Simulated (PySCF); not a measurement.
C4H5F3S: NMR shielding calculation

C4H5F3S, computed with GIAO PBE0/pcSseg-1 NMR shielding, non-relativistic, gas phase (PySCF 2.14.0).

The geometry comes from this level: GFN2-xTB. Figures and captions count atoms from 1; the log counts them from 0 in places.

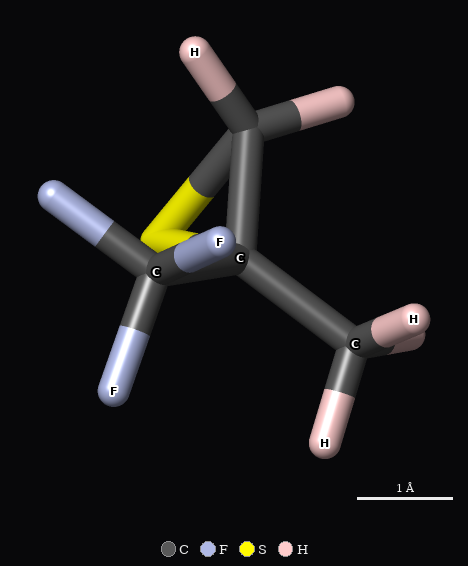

*The structure as given in the input (stick view, seen at a tilt).*

Bond lengths as drawn: C–C 1.49 to 1.52 Å, C–F 1.34 to 1.35 Å, C–H 1.08 to 1.09 Å and C–S 1.80 to 1.81 Å.

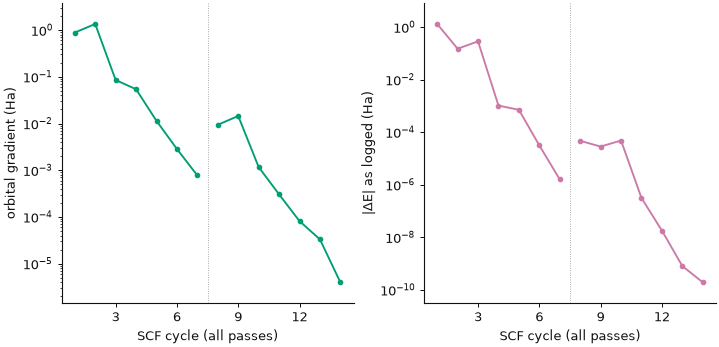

*Convergence of the self-consistent field: orbital gradient and size of the energy change against the SCF cycle. The dotted line marks the change from a coarse to the final integration grid.*

The first 7 cycles use a coarse grid, the final grid takes over at cycle 8, and the field converges after 14 cycles in all.

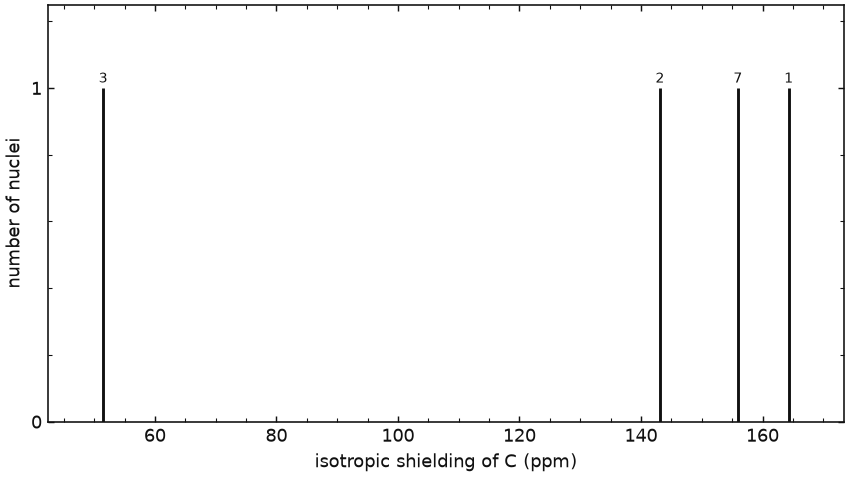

*Isotropic shieldings of the carbon nuclei in this fixed geometry, labelled by atom number; shielding grows to the right, so chemical shift grows to the left.*

The least shielded is C3 (51.5 ppm), the most shielded C1 (164.3 ppm).

The input that produced these results follows, with the program's output.

**The input**
```
{"job": {"kind": "nmr", "xc": "PBE0", "basis": "pcSseg-1"}, "charge": 0, "multiplicity": 1}
C      1.424625    -0.309268    -0.175654
C     -0.019601    -0.114319     0.214579
C     -0.498723     1.306099    -0.008226
F     -1.775794     1.501970     0.330024
F      0.230518     2.201952     0.669003
F     -0.396976     1.645849    -1.309330
C     -1.016861    -1.199618     0.011621
S     -0.610161    -0.886239     1.738319
H      1.732887    -1.326629     0.049960
H      1.548216    -0.124445    -1.242636
H      2.061916     0.380378     0.374969
H     -0.659753    -2.139085    -0.388115
H     -2.024683    -0.936158    -0.282242
```

The first line tells a small driver script what to run in PySCF; the rest is the geometry in Å.

Run as:
```bash
OMP_NUM_THREADS=1 python <driver script> task.json out
```

**Log**
```
coarse grid: 12328 points
cycle   1  E = -852.2869722969  dE =  1.306e+00  |g| = 8.853e-01  |ddm| = 3.323e+00
cycle   2  E = -852.1370727013  dE =  1.499e-01  |g| = 1.348e+00  |ddm| = 1.280e+00
cycle   3  E = -852.4223053971  dE = -2.852e-01  |g| = 8.534e-02  |ddm| = 8.372e-01
cycle   4  E = -852.4233312662  dE = -1.026e-03  |g| = 5.412e-02  |ddm| = 1.312e-01
cycle   5  E = -852.4240395981  dE = -7.083e-04  |g| = 1.137e-02  |ddm| = 6.974e-02
cycle   6  E = -852.4240708542  dE = -3.126e-05  |g| = 2.847e-03  |ddm| = 1.683e-02
cycle   7  E = -852.4240724436  dE = -1.589e-06  |g| = 7.718e-04  |ddm| = 3.028e-03
final grid: 118256 points
cycle   8  E = -852.4933205497  dE = -4.680e-05  |g| = 9.371e-03  |ddm| = 3.159e-02
cycle   9  E = -852.4932922803  dE =  2.827e-05  |g| = 1.450e-02  |ddm| = 2.164e-02
cycle  10  E = -852.4933403136  dE = -4.803e-05  |g| = 1.169e-03  |ddm| = 1.490e-02
cycle  11  E = -852.4933406252  dE = -3.116e-07  |g| = 3.041e-04  |ddm| = 1.434e-03
cycle  12  E = -852.4933406431  dE = -1.789e-08  |g| = 8.145e-05  |ddm| = 2.386e-04
cycle  13  E = -852.4933406439  dE = -7.999e-10  |g| = 3.309e-05  |ddm| = 6.696e-05
cycle  14  E = -852.4933406441  dE = -1.921e-10  |g| = 3.983e-06  |ddm| = 3.165e-05
converged SCF energy = -852.4933406441

GIAO shielding tensors (ppm)
atom      isotropic    diamagn.    paramagn.     s11        s22        s33       span
  0 C      164.312     243.708     -79.396    141.322    161.571    190.043     48.721
  1 C      143.119     255.884    -112.765    106.279    144.037    179.040     72.761
  2 C       51.481     239.600    -188.118     45.941     49.479     59.024     13.084
  3 F      269.650     472.324    -202.673    184.055    272.548    352.348    168.292
  4 F      258.386     472.614    -214.227    167.852    264.716    342.591    174.740
  5 F      255.559     474.543    -218.983    160.948    259.316    346.414    185.466
  6 C      155.946     251.115     -95.169    128.521    163.321    175.997     47.476
  7 S      644.787    1055.377    -410.590    168.813    725.032   1040.516    871.703
  8 H       30.795      29.068       1.727     25.273     28.859     38.252     12.979
  9 H       29.483      28.758       0.725     24.390     27.117     36.943     12.553
 10 H       29.346      28.324       1.021     24.757     27.332     35.948     11.191
 11 H       29.461      30.205      -0.744     24.052     25.395     38.938     14.886
 12 H       29.053      29.727      -0.674     23.413     26.252     37.493     14.079
```

**Results in brief**

- outcome: converged
- total energy: −852.493341 hartree
- HOMO: −7.09 eV
- LUMO: −0.30 eV
- dipole moment: 2.56 D
- isotropic shielding, C: 51.5 to 164.3 ppm
- isotropic shielding, F: 255.6 to 269.7 ppm
- isotropic shielding, S: 644.8 ppm
- isotropic shielding, H: 29.1 to 30.8 ppm
- hardware: 1 CPU thread, shared host
- wall time: 39 s
- peak memory: 0.76 GiB
